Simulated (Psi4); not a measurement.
# HF/CBS (density fitting, extrapolation scf/cc-pv[dt]z) run of CH4BN (SMILES [BH3-][N+]#C)

Aim: the vertical electron affinity of CH4BN at HF/CBS (density fitting, extrapolation scf/cc-pv[dt]z), from 2 runs. 

The results are computed with Psi4 1.11.

4 further runs of the same task are left out: 4 set aside as unsound or not needed.

### Step 1. The system as given

The species is CH4BN (7 atoms), meant as a singlet with charge 0. SMILES: `[BH3-][N+]#C`. Geometry: relaxed at GFN2-xTB.

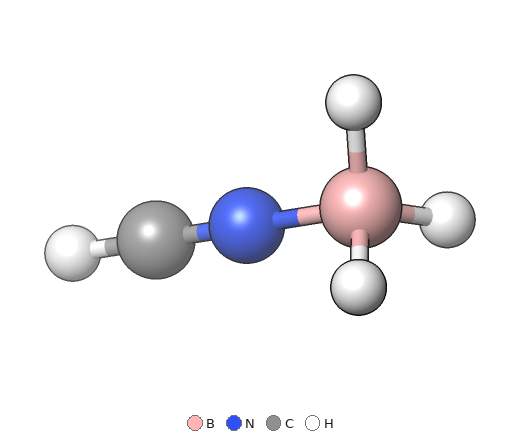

Viewed from a chosen angle; boron pink, nitrogen blue, carbon grey, hydrogen white.

### Step 2. The energy at HF/CBS (density fitting, extrapolation scf/cc-pv[dt]z)

Input file input.dat:

```
memory 1.6 GB

molecule geom {
  0 1
  B     -0.679270     0.619350    -0.271430
  N      0.343100    -0.317340     0.137940
  C      1.158210    -1.058740     0.463380
  H     -1.600190    -0.041380    -0.638300
  H     -0.196850     1.266380    -1.147890
  H     -0.931780     1.266950     0.696120
  H      1.906790    -1.735220     0.760180
  symmetry c1
}

set scf_type df
set freeze_core true

energy('scf/cc-pv[dt]z')
```

Run with:

```sh
psi4 -i input.dat -o output.dat -n 1
```

output.dat:

```text
[...]
  Running in c1 symmetry.
[...]
  Nuclear repulsion =   59.851435501977981
[...]
  Multiplicity = 1
[...]
  Nalpha       = 11
  Nbeta        = 11
[...]
    Number of basis functions: 146
[...]
   @DF-RHF iter   1:  -119.20341013757732   -7.95872e-01   2.84944e-03 DIIS/ADIIS
[...]
   @DF-RHF iter   8:  -119.27023096762053   -6.12569e-09   2.26818e-07 DIIS
[...]
    Orbital Energies [Eh]
    ---------------------
    Doubly Occupied:
       1A    -15.689463     2A    -11.372215     3A     -7.524406
       4A     -1.328684     5A     -0.914897     6A     -0.825660
       7A     -0.598035     8A     -0.598000     9A     -0.554688
      10A     -0.405121    11A     -0.405089
[...]
  @DF-RHF Final Energy:  -119.27023096762053
   => Energetics <=
    Nuclear Repulsion Energy =             59.8514355019779813
    One-Electron Energy =                -277.8107960322435019
    Two-Electron Energy =                  98.6891295626449789
    Total Energy =                       -119.2702309676205346
[...]
 Multipole Moments:
 ------------------------------------------------------------------------------------
     Multipole            Electronic (a.u.)      Nuclear  (a.u.)        Total (a.u.)
 ------------------------------------------------------------------------------------
 L = 1.  Multiply by 2.5417464519 to convert [e a0] to [Debye]
 Dipole X            :          2.6508312           -0.8313729            1.8194583
 Dipole Y            :         -2.4296890            0.7708137           -1.6588753
 Dipole Z            :          1.0608075           -0.3347067            0.7261008
 Magnitude           :                                                    2.5670057
[...]
```

It took 3.6 s on 1 thread of AMD EPYC 9R45 (Zen 5), shared host; peak memory 0.26 GiB.

### Step 3. The doublet anion

Input file ch4bn.xyz:

```xyz
7
CH4BN
B     -0.679270     0.619350    -0.271430
N      0.343100    -0.317340     0.137940
C      1.158210    -1.058740     0.463380
H     -1.600190    -0.041380    -0.638300
H     -0.196850     1.266380    -1.147890
H     -0.931780     1.266950     0.696120
H      1.906790    -1.735220     0.760180
```

Input file job.py:

```python
import psi4

psi4.set_memory('1600 MB')
psi4.set_num_threads(1)
psi4.set_output_file('psi4.out', False)

with open('ch4bn.xyz') as f:
    atoms = ''.join(f.readlines()[2:])
geom = psi4.geometry('-1 2\n' + atoms + 'symmetry c1')

psi4.set_options(dict(reference='uhf', scf_type='df', freeze_core=True))

result, w = psi4.energy('scf/cc-pv[dt]z', molecule=geom, return_wfn=True)
print('E =', round(result, 9))
```

Run with:

```sh
python job.py
```

psi4.out:

```text
[...]
  Running in c1 symmetry.
[...]
  Nuclear repulsion =   59.851435501977981
[...]
  Multiplicity = 2
[...]
  Nalpha       = 12
  Nbeta        = 11
[...]
    Number of basis functions: 146
[...]
   @DF-UHF iter   1:  -119.09194537533372   -6.84407e-01   3.43218e-03 DIIS/ADIIS
[...]
   @DF-UHF iter  12:  -119.19467082406430   -9.70603e-08   9.70013e-07 DIIS
[...]
   @S^2 Observed:                7.612429290E-01
[...]
    Orbital Energies [Eh]
    ---------------------
    Alpha Occupied:
       1A    -15.329811     2A    -11.025890     3A     -7.314765
       4A     -1.017022     5A     -0.637867     6A     -0.528344
       7A     -0.375890     8A     -0.337855     9A     -0.304373
      10A     -0.203744    11A     -0.181308    12A      0.030583
    Alpha Virtual:
      13A      0.363778    14A      0.394782    15A      0.435788
      16A      0.489540    17A      0.495075    18A      0.498153
      19A      0.594661    20A      0.641526    21A      0.643105
      22A      0.798849    23A      0.884712    24A      0.915364
      25A      0.960727    26A      1.031357    27A      1.034842
[...]
  @DF-UHF Final Energy:  -119.19467082406430
   => Energetics <=
    Nuclear Repulsion Energy =             59.8514355019779813
    One-Electron Energy =                -283.9108361377855658
    Two-Electron Energy =                 104.8647298117432740
    Total Energy =                       -119.1946708240643034
  UHF NO Occupations:
  HONO-2 :   10  A 1.9979885
  HONO-1 :   11  A 1.9974175
[...]
 Multipole Moments:
 ------------------------------------------------------------------------------------
     Multipole            Electronic (a.u.)      Nuclear  (a.u.)        Total (a.u.)
 ------------------------------------------------------------------------------------
 L = 1.  Multiply by 2.5417464519 to convert [e a0] to [Debye]
 Dipole X            :          2.0061827           -0.8313729            1.1748098
 Dipole Y            :         -1.8476133            0.7708137           -1.0767996
 Dipole Z            :          0.8628439           -0.3347067            0.5281372
 Magnitude           :                                                    1.6788699
[...]
```

On the terminal:

```text
E = -119.254412161
```

It took 3.9 s on 1 thread of AMD EPYC 9R45 (Zen 5), shared host; peak memory 0.27 GiB.

### Step 4. Outcome

Level: HF/CBS (density fitting, extrapolation scf/cc-pv[dt]z).

| quantity | value |
| --- | --- |
| singlet CH4BN: total energy | -119.31585 Eh |
| doublet anion: total energy | -119.25441 Eh |
| doublet anion: ⟨S²⟩ of the reference determinant | 0.761 |
| vertical electron affinity (to the doublet anion) | -1.672 eV |

What this shows: The anion lies 1.67 eV (161 kJ/mol) above the neutral: the electron isn't bound at this level, and such a value depends on the basis. Without diffuse functions anions come out too high.
